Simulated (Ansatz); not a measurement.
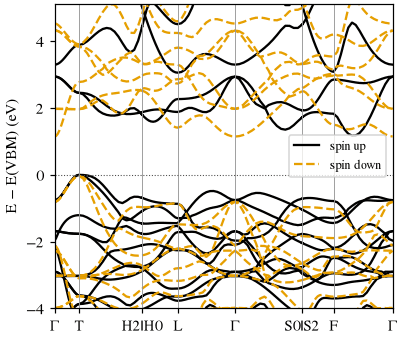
Fig. 1. Band structure from r²SCAN (plane waves, PAW; program Ansatz)

The gap is 1.11 eV; an edge lies off the plotted path or next to a special point (maximum off the standard path, minimum off the standard path).

Q: Pick the material that matches.
A) CrAuS2, R-3m (Au on 3a, Cr on 3b, S on 6c)
B) LiYSe2, R-3m (Li on 3b, Y on 3a, Se on 6c)
C) Bi2Te2Se, R-3m (Bi on 6c, Te on 6c, Se on 3a)

A: A, CrAuS2, R-3m (Au on 3a, Cr on 3b, S on 6c)

The workflow started from an entry of the Crystallography Open Database (COD); the relaxed space group is not among those it files for this formula. COD files the formula under space group No. 160, so this cell is another polymorph or a model. Its standing as an ambient phase is unchecked. The cell was relaxed with r²SCAN under the symmetry of its start; its stability against distortions is not shown here. Spin order of the final state: ferromagnetic, the only order run, not a proven ground state. The cell computed holds one magnetic atom, so no antiferromagnetic order was within reach. Other orbital occupations within this spin state were not tried. No Hubbard U is applied. Spin–orbit coupling is left out wherever it is not named.

Potentials: the later of the program's two PAW sets.
